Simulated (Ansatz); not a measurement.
## Run report: CH$_{7}$BFNOSi, nudged elastic band (part 2 of 2)

CH$_{7}$BFNOSi; RKS CAM-B3LYP-D4/6-31G* (Ansatz 0.2.0). The run did not end well. It belongs to a series of runs on one base structure; here: band between the two ends.

Geometry of the input (Å):
```
N  -1.6938  0.0023  -0.1151
C  -0.3385  0.0354  0.3150
F  -0.2257  -0.0406  1.7412
Si 0.5330  -1.5538  -0.2915
B  0.4473  1.2967  -0.2021
O  1.3736  1.8435  0.6101
H  -2.2168  0.8307  0.1538
H  -2.1889  -0.8146  0.2295
H  0.7474  -1.5311  -1.7600
H  -0.3597  -2.6883  0.0586
H  1.8371  -1.7155  0.3911
H  0.2685  1.7184  -1.3098
H  1.8370  2.5822  0.1940
```

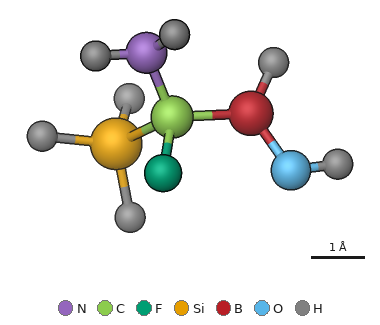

**Figure 1.** The input geometry (ball-and-stick view, seen at a tilt).

```
Unfinished report: {"positions_ang":[[-1.6878488190161791,0.036724558317859785,-0.11631289579383322],[-0.30691386509431345,0.027879703655763158,0.22144302827174606],[-0.11586282743019295,0.05022263658764445,1.6443279633109509],[0.5157671088040158,-1.592518282806856,-0.32807097357645654],[0.4765207414722964,1.27791652068469,-0.3765797354441028],[1.0401275137713488,2.1050467074551222,0.46990746820354945],[-2.1334124898003166,0.9009094937620706,0.1780873719400919],[-2.191636156844823,-0.7363515520991005,0.30839560706968255],[0.5356375403174014,-1.6687107948885846,-1.8070714125754805],[-0.27017574209948764,-2.717124506183624,0.2388165398606553],[1.9070170894821592,-1.646948477407766,0.1891036710497524],[0.4847504831598113,1.4836765289311311,-1.5759995116391643],[1.7664314332782802,2.44447947399165,0.9687528993226087]],"unchecked":["starts","cluster_reference","orbital_swaps","neighbouring_geometries","increment"],"mean_field":{"relativity":"none","state":{"energy":{"ev":-15955.136894812631,"hartree":-586.340466104149},"converged":true,"gradient_ev":0.00007279868480502767,"stability":{"kind":"minimum","curvature_ev":23.24925686830329},"curvature_floor_ev":0.00030000000000000003,"spin_squared":-2.842170943040401e-14},"others":[],"fillings":{"estimated":0,"unestimated":0,"tried":0,"untried":0,"excluded_magnetic_sites":0},"n_dropped_functions":0,"n_trapped_functions":0,"passes":{"evaluations":3,"products":26},"factors":{"origin":"Cholesky decomposition","count":1171,"bound_ev":0.0007497200143136924},"gradient_stop_ev":0.00009,"reference_kind":"stationary","functional":{"name":"CAM-B3LYP","citations":["Yanai, Tew & Handy, Chem. Phys. Lett. 393, 51 (2004) doi:10.1016/j.cplett.2004.06.011","Iikura, Tsuneda, Yanai & Hirao, J. Chem. Phys. 115, 3540 (2001) doi:10.1063/1.1383587","Becke, Phys. Rev. A 38, 3098 (1988) doi:10.1103/PhysRevA.38.3098","Lee, Yang & Parr, Phys. Rev. B 37, 785 (1988) doi:10.1103/PhysRevB.37.785","Vosko, Wilk & Nusair, Can. J. Phys. 58, 1200 (1980) doi:10.1139/p80-159"],"text":"name \"CAM-B3LYP\"\ncite \"Yanai, Tew & Handy, Chem. Phys. Lett. 393, 51 (2004) doi:10.1016/j.cplett.2004.06.011\"\ncite \"Iikura, Tsuneda, Yanai & Hirao, J. Chem. Phys. 115, 3540 (2001) doi:10.1063/1.1383587\"\ncite \"Becke, Phys. Rev. A 38, 3098 (1988) doi:10.1103/PhysRevA.38.3098\"\ncite \"Lee, Yang & Parr, Phys. Rev. B 37, 785 (1988) doi:10.1103/PhysRevB.37.785\"\ncite \"Vosko, Wilk & Nusair, Can. J. Phys. 58, 1200 (1980) doi:10.1139/p80-159\"\nparameter alpha = 0.19\nparameter beta = 0.46\nparameter omega = 0.33/bohr\nparameter ac = 0.81\n# Exact exchange under (alpha + beta erf(omega r))/r, Becke's under what is left of 1/r.\nexchange = (1 - alpha - beta)*b88_x + beta*b88_x_sr(omega) + alpha*exact_x + beta*exact_x_lr(omega)\ncorrelation = (1 - ac)*vwn5_c + ac*lyp_c\n","parameters":{"ac":{"value":0.81,"default":0.81},"alpha":{"value":0.19,"default":0.19},"beta":{"value":0.46,"default":0.46},"omega":{"value":0.33,"default":0.33,"unit":"/bohr"}},"final_grid":{"core_spheres":13.0,"valence_spheres":11.0,"degree":36.0},"final_grid_parameter_source":"default","radial_points_factor":1.0,"radial_grid_error_ev":3.761455755150831e-7,"grid_sensitivity":"normal","grid_sensitivity_ratio":0.001105456905326488},"unsmoothed_excess_ev":-0.00012230538336566171,"symmetry":{"irreps":["A"],"axes":[[0.9999526248198083,-0.0009583036713445123,0.009686576797263468],[0.0009419226195143027,0.9999981189796285,0.0016955291161215736],[-0.009688183408392033,-0.001686324784333172,0.9999516465364549]],"occupied":[{"A":28},{"A":28}]},"held":{"pivots":1171,"left_out":0,"joined":0},"density_repulsion":{"missed_ev":0.00005538359278507315,"excess_ev":0.0,"most_excess_ev":0.0001512,"are_drawn_again":false,"n_first_factors":1171,"energy_change_ev":0.0,"n_dropped_ends":0}},"factors":{"origin":"Cholesky decomposition","count":1171,"bound_ev":0.0007497200143136924},"n_frozen":0,"n_occupied":[28,28],"n_virtual":[80,80],"reference":{"ev":-15955.136894812631,"hartree":-586.340466104149},"dispersion":{"energy":{"ev":-0.23928274827278875,"hartree":-0.008793478807352867},"switches_in_reach":[]},"total":{"ev":-15955.376177560904,"hartree":-586.3492595829563},"forces_ev_per_angstrom":[[0.0513149685929114,0.009993803928878671,-0.0011518645830054255],[0.07484004898580726,0.15542190462946398,-0.025316388053604564],[-0.004931451548663699,-0.11170916397745913,0.09837758874795033],[-0.02795156715708272,0.03434731165593082,-0.04405961764336153],[-0.46769724891832676,-0.5294190317426426,-0.7039859052549423],[0.09722500165959119,0.6742364287022179,0.39812970597152014],[-0.09417840210430416,-0.009016926981513108,-0.043146738167169525],[-0.010708019834206264,-0.019523678627084363,-0.004521486208569039],[0.03573984347063917,-0.09992038433720243,-0.03439479919891576],[0.007271561659426627,-0.029934930836538004,-0.014144179878081503],[-0.03543845503639982,-0.01412334192552133,-0.009472770596655482],[0.04873903051336638,-0.09966438676826184,0.32663846719246165],[0.32577468971689943,0.039312396277934175,0.05704798767540493]],"charge_distribution":{"dipole_moment_e_ang":[0.1413853383394513,0.242512964847073,0.16167546303858701],"mulliken_charges_e":[-0.7330116444905554,0.20113662505742447,-0.3543489665151611,0.3210289145304923,0.2549094115080397,-0.5027020505789359,0.31311508671654353,0.3144264278734278,-0.06149595728865309,-0.07026802394468357,-0.06956153166606649,-0.05568908795512284,0.44246079675324723],"lowdin_charges_e":[-0.3224292755057281,-0.15699044308147592,-0.06454086609240228,0.25946312011163286,-0.2735398813747967,-0.05407387793233198,0.22405546824048328,0.22966348416916493,-0.06308899502069099,-0.06319380962691379,-0.06701909237295611,0.012080995686526097,0.33961317279948766]},"n_threads":2,"memory_gib":2.556818182580173,"seconds":{"hamiltonian":4.395789725,"orbitals":0.0,"second_order":0.0,"solver_start":0.0,"cycles":0.0,"cycle":0.0,"perturbative":0.0,"full_ci_increment":0.0,"forces":0.0}}
this run last wrote the band of iteration 17 to [file]
Error: NEB band did not converge after 17 iterations: max|band force component| = 7.02e-1 eV/Å (threshold 5.0e-2); raise `neb.max_iterations` in a new run, which can start from the last band evaluated (`neb.initial_path`, with `crystal.atoms` and `neb.final_atoms` set to its first and last images), add images, or start from endpoints closer to local minima. Where this run's directory can be resumed (`checkpoint.write`), a resume goes on for up to `neb.max_iterations` more; to start a new run from the last band, take its images' positions from the `neb_iteration` event of iteration 17 (`data.images[].positions_ang`), in the event stream of the run that computed that iteration (not this run's, if it was resumed behind it). With `checkpoint.write`, `steps/00-neb/state/checkpoint.json` in the run directory holds the last saved band, under `neb.evaluated.images[].positions_ang` (a band under a hybrid functional on support functions is neither saved nor resumed: `neb.initial_path` says where its path is): check the last entry of `neb.iterations` there, which is earlier than 17 if that iteration was not saved or its write failed. If the band's step has no `state` directory and holds `state.next`, a write was cut short, and the file is under `state.next` instead (behind a loss of power it can be under `state.prev`)
this run wrote the band of iteration 17 to [file] as well, whether or not its events were kept: a new run's `neb.initial_path` can list its `images[].positions_ang`
a run's events are kept only if it was started with --events-out <file>, and are in that file
```

**The last band as extended XYZ (Å, eV, eV/Å)**
```
13
Properties=species:S:1:pos:R:3:forces:R:3 image=0 energy=-15956.10697
N    -1.6938    0.0023   -0.1151    0.0001   0.0007  -0.0001
C    -0.3385    0.0354    0.3150   -0.0021   0.0022  -0.0058
F    -0.2257   -0.0406    1.7412    0.0009   0.0005   0.0078
Si    0.5330   -1.5538   -0.2915    0.0006  -0.0024   0.0005
B     0.4473    1.2967   -0.2021    0.0041   0.0047   0.0039
O     1.3736    1.8435    0.6101   -0.0043  -0.0022  -0.0056
H    -2.2168    0.8307    0.1538   -0.0005  -0.0003   0.0002
H    -2.1889   -0.8146    0.2295   -0.0005  -0.0008  -0.0009
H     0.7474   -1.5311   -1.7600   -0.0002  -0.0003   0.0000
H    -0.3597   -2.6883    0.0586    0.0007  -0.0005  -0.0008
H     1.8371   -1.7155    0.3911    0.0004  -0.0007  -0.0004
H     0.2685    1.7184   -1.3098   -0.0001  -0.0005   0.0002
H     1.8370    2.5822    0.1940    0.0009  -0.0003   0.0012
13
Properties=species:S:1:pos:R:3:forces:R:3 image=1 energy=-15956.10523
N    -1.6868    0.0159   -0.1187   -0.0027   0.0005   0.0160
C    -0.3322    0.0291    0.3185   -0.0004   0.0064   0.0012
F    -0.2337   -0.0510    1.7441    0.0358  -0.0006  -0.0001
Si    0.5255   -1.5639   -0.2987    0.0007   0.0068  -0.0015
B     0.4656    1.2838   -0.1972   -0.0062   0.0040  -0.0089
O     1.3291    1.8912    0.6400   -0.0059  -0.0061  -0.0014
H    -2.1970    0.8455    0.1708   -0.0185   0.0024  -0.0175
H    -2.1902   -0.7981    0.2213   -0.0051  -0.0054  -0.0041
H     0.6947   -1.5427   -1.7726    0.0130  -0.0120  -0.0004
H    -0.3466   -2.7049    0.0816   -0.0069   0.0137   0.0023
H     1.8500   -1.7142    0.3473   -0.0017  -0.0014  -0.0003
H     0.3479    1.6539   -1.3308   -0.0162  -0.0054  -0.0124
H     1.7941    2.6207    0.2093    0.0141  -0.0029   0.0270
13
Properties=species:S:1:pos:R:3:forces:R:3 image=2 energy=-15956.10067
N    -1.6795    0.0298   -0.1223   -0.0046   0.0014   0.0300
C    -0.3259    0.0225    0.3219   -0.0004   0.0109   0.0024
F    -0.2418   -0.0608    1.7467    0.0699  -0.0011   0.0005
Si    0.5180   -1.5738   -0.3056    0.0006   0.0118  -0.0028
B     0.4840    1.2709   -0.1920   -0.0114   0.0065  -0.0160
O     1.2824    1.9369    0.6647   -0.0128  -0.0105  -0.0011
H    -2.1769    0.8600    0.1874   -0.0342   0.0067  -0.0329
H    -2.1911   -0.7813    0.2129   -0.0110  -0.0090  -0.0093
H     0.6424   -1.5540   -1.7835    0.0251  -0.0234  -0.0013
H    -0.3328   -2.7208    0.1038   -0.0131   0.0244   0.0050
H     1.8618   -1.7126    0.3033   -0.0036  -0.0024  -0.0007
H     0.4290    1.5908   -1.3453   -0.0273  -0.0100  -0.0221
H     1.7509    2.6578    0.2229    0.0228  -0.0052   0.0483
13
Properties=species:S:1:pos:R:3:forces:R:3 image=3 energy=-15956.09419
N    -1.6720    0.0437   -0.1257   -0.0057   0.0026   0.0421
C    -0.3199    0.0158    0.3250    0.0000   0.0136   0.0040
F    -0.2497   -0.0697    1.7492    0.1018  -0.0015   0.0019
Si    0.5107   -1.5833   -0.3120   -0.0002   0.0152  -0.0036
B     0.5020    1.2584   -0.1866   -0.0160   0.0077  -0.0211
O     1.2353    1.9792    0.6837   -0.0209  -0.0129   0.0002
H    -2.1571    0.8740    0.2032   -0.0474   0.0126  -0.0460
H    -2.1919   -0.7648    0.2041   -0.0174  -0.0110  -0.0162
H     0.5917   -1.5649   -1.7925    0.0363  -0.0339  -0.0024
H    -0.3186   -2.7358    0.1248   -0.0182   0.0317   0.0075
H     1.8722   -1.7110    0.2602   -0.0057  -0.0033  -0.0012
H     0.5091    1.5310   -1.3532   -0.0342  -0.0129  -0.0288
H     1.7086    2.6926    0.2345    0.0275  -0.0079   0.0636
13
Properties=species:S:1:pos:R:3:forces:R:3 image=4 energy=-15956.08666
N    -1.6647    0.0571   -0.1287   -0.0060   0.0042   0.0522
C    -0.3141    0.0094    0.3279    0.0006   0.0148   0.0055
F    -0.2571   -0.0779    1.7516    0.1316  -0.0015   0.0044
Si    0.5038   -1.5921   -0.3178   -0.0014   0.0176  -0.0041
B     0.5191    1.2468   -0.1811   -0.0215   0.0072  -0.0247
O     1.1898    2.0171    0.6972   -0.0304  -0.0163   0.0075
H    -2.1382    0.8870    0.2181   -0.0580   0.0198  -0.0568
H    -2.1924   -0.7488    0.1953   -0.0238  -0.0117  -0.0242
H     0.5437   -1.5751   -1.7997    0.0464  -0.0432  -0.0042
H    -0.3045   -2.7498    0.1440   -0.0226   0.0361   0.0099
H     1.8811   -1.7095    0.2190   -0.0075  -0.0042  -0.0014
H     0.5852    1.4762   -1.3551   -0.0378  -0.0137  -0.0342
H     1.6686    2.7245    0.2443    0.0305  -0.0092   0.0701
13
Properties=species:S:1:pos:R:3:forces:R:3 image=5 energy=-15956.07588
N    -1.6701    0.0598   -0.1292   -0.0282  -0.0017   0.0225
C    -0.3115    0.0102    0.2946   -0.0163   0.0098   0.0027
F    -0.2208   -0.0439    1.7198    0.0739  -0.0630   0.0050
Si    0.5027   -1.5986   -0.3220   -0.0132   0.0078  -0.0176
B     0.5163    1.2438   -0.2299   -0.0027   0.0250   0.0799
O     1.1179    1.9993    0.7062    0.0703  -0.0262   0.1304
H    -2.1236    0.9027    0.2132   -0.0801   0.0033  -0.0587
H    -2.1964   -0.7336    0.2257   -0.0452  -0.0182  -0.0215
H     0.5084   -1.6147   -1.8040    0.0491  -0.0654  -0.0186
H    -0.2860   -2.7471    0.1920   -0.0145   0.0102  -0.0003
H     1.8944   -1.6883    0.1843   -0.0235  -0.0049  -0.0034
H     0.6196    1.4613   -1.4061    0.0329   0.0377   0.0792
H     1.6695    2.7142    0.3703   -0.0025   0.0857  -0.1997
13
Properties=species:S:1:pos:R:3:forces:R:3 image=6 energy=-15955.87101
N    -1.6875    0.0419   -0.1202   -0.0520  -0.0004  -0.0358
C    -0.3140    0.0225    0.2431   -0.0213   0.0584  -0.0231
F    -0.1569    0.0115    1.6666   -0.0622  -0.1750   0.0173
Si    0.5117   -1.5937   -0.3232   -0.0253   0.0087  -0.0393
B     0.4864    1.2650   -0.3232   -0.0056   0.0441   0.0585
O     1.0629    1.9662    0.6585    0.0139  -0.3166   0.7233
H    -2.1319    0.9003    0.1930   -0.1059  -0.0088  -0.0431
H    -2.1956   -0.7364    0.2895   -0.0378  -0.0268  -0.0091
H     0.5236   -1.6560   -1.8039    0.0407  -0.0884  -0.0298
H    -0.2738   -2.7257    0.2319    0.0056  -0.0027  -0.0188
H     1.9044   -1.6578    0.1870   -0.0403  -0.0038  -0.0096
H     0.5445    1.4972   -1.5039    0.1613   0.0523   0.2093
H     1.7465    2.6301    0.6194    0.1289   0.4590  -0.7997
13
Properties=species:S:1:pos:R:3:forces:R:3 image=7 energy=-15955.37606
N    -1.6878    0.0367   -0.1163    0.0513   0.0100  -0.0012
C    -0.3069    0.0279    0.2214    0.0748   0.1554  -0.0253
F    -0.1159    0.0502    1.6443   -0.0049  -0.1117   0.0984
Si    0.5158   -1.5925   -0.3281   -0.0280   0.0343  -0.0441
B     0.4765    1.2779   -0.3766   -0.4677  -0.5294  -0.7040
O     1.0401    2.1050    0.4699    0.0972   0.6742   0.3981
H    -2.1334    0.9009    0.1781   -0.0942  -0.0090  -0.0431
H    -2.1916   -0.7364    0.3084   -0.0107  -0.0195  -0.0045
H     0.5356   -1.6687   -1.8071    0.0357  -0.0999  -0.0344
H    -0.2702   -2.7171    0.2388    0.0073  -0.0299  -0.0141
H     1.9070   -1.6469    0.1891   -0.0354  -0.0141  -0.0095
H     0.4848    1.4837   -1.5760    0.0487  -0.0997   0.3266
H     1.7664    2.4445    0.9688    0.3258   0.0393   0.0570
13
Properties=species:S:1:pos:R:3:forces:R:3 image=8 energy=-15955.83960
N    -1.6701    0.0450   -0.1112    0.0903   0.0460   0.0635
C    -0.2901    0.0395    0.2384    0.0922   0.1137   0.1109
F    -0.1086    0.0575    1.6672    0.0967   0.0037   0.1183
Si    0.5196   -1.5876   -0.3311    0.0046   0.0439  -0.0142
B     0.4745    1.2860   -0.3740   -0.1093  -0.0139  -0.1032
O     1.1693    2.2165    0.2868    0.5853   0.6903  -0.8215
H    -2.1310    0.9040    0.1743   -0.0596   0.0047  -0.0511
H    -2.1824   -0.7351    0.2927    0.0785   0.0032  -0.0205
H     0.5391   -1.6560   -1.8105    0.0233  -0.0660  -0.0107
H    -0.2730   -2.7146    0.2254    0.0038   0.0182  -0.0098
H     1.9079   -1.6507    0.1891   -0.0187  -0.0259  -0.0034
H     0.4494    1.4769   -1.5614   -0.2172  -0.1085   0.1119
H     1.6158    2.2837    1.1292   -0.5699  -0.7094   0.6298
13
Properties=species:S:1:pos:R:3:forces:R:3 image=9 energy=-15956.21615
N    -1.6508    0.0593   -0.0947    0.0499   0.0371   0.0486
C    -0.2687    0.0806    0.2227    0.0471   0.0867   0.0217
F    -0.0477    0.1228    1.6562    0.1228   0.0948   0.0263
Si    0.5333   -1.5619   -0.3303    0.0087   0.0483   0.0007
B     0.4829    1.3234   -0.4193    0.0201   0.0546  -0.0507
O     1.2586    2.1829    0.2661    0.1415  -0.0081  -0.0528
H    -2.1327    0.9150    0.1621   -0.0350   0.0143  -0.0345
H    -2.1491   -0.7271    0.3121    0.0668   0.0046  -0.0005
H     0.5468   -1.6618   -1.8086    0.0171  -0.0237   0.0030
H    -0.2691   -2.6757    0.2408   -0.0020   0.0499  -0.0005
H     1.9197   -1.6342    0.1894   -0.0029  -0.0139  -0.0007
H     0.4151    1.5350   -1.5919   -0.1037  -0.0409  -0.0334
H     1.3820    2.0068    1.2102   -0.3304  -0.3037   0.0728
13
Properties=species:S:1:pos:R:3:forces:R:3 image=10 energy=-15956.31943
N    -1.6435    0.0652   -0.0717    0.0007  -0.0049  -0.0001
C    -0.2586    0.1128    0.1679    0.0026  -0.0050  -0.0005
F     0.0466    0.2072    1.6090    0.0006   0.0005   0.0000
Si    0.5533   -1.5388   -0.3245   -0.0022   0.0035   0.0022
B     0.4749    1.3633   -0.4759    0.0009   0.0010   0.0005
O     1.2700    2.0900    0.3231    0.0026  -0.0013  -0.0010
H    -2.1400    0.9273    0.1256   -0.0026   0.0037   0.0009
H    -2.1169   -0.7132    0.3742    0.0021   0.0019  -0.0011
H     0.5677   -1.7048   -1.7971    0.0004  -0.0002  -0.0010
H    -0.2573   -2.6189    0.2934   -0.0004  -0.0009  -0.0002
H     1.9382   -1.5929    0.1978   -0.0002   0.0001  -0.0002
H     0.3733    1.6572   -1.6277   -0.0012   0.0007   0.0007
H     1.2127    1.7109    1.2206   -0.0034   0.0009  -0.0003
```

**Outcome**

| quantity | value |
| --- | --- |
| outcome | not converged |
| barrier, forward (band not converged) | 0.731 eV |
| barrier, backward | 0.943 eV |
| wall time | 12 min (CPU time 23 min) |
| peak memory | 0.33 GiB |

**Diagnosis**

The run did not converge: “NEB band did not converge after 17 iterations: max|band force component| = 7.02e-1 eV/Å (threshold 5.0e-2); raise `neb.max_iterations` in a new run, which can start from the last band evaluated (`neb.initial_path`, with `crystal.atoms` and `neb.final_atoms` set to its first and last images), add images, or start from endpoints closer to local minima …” Its last values are not results.
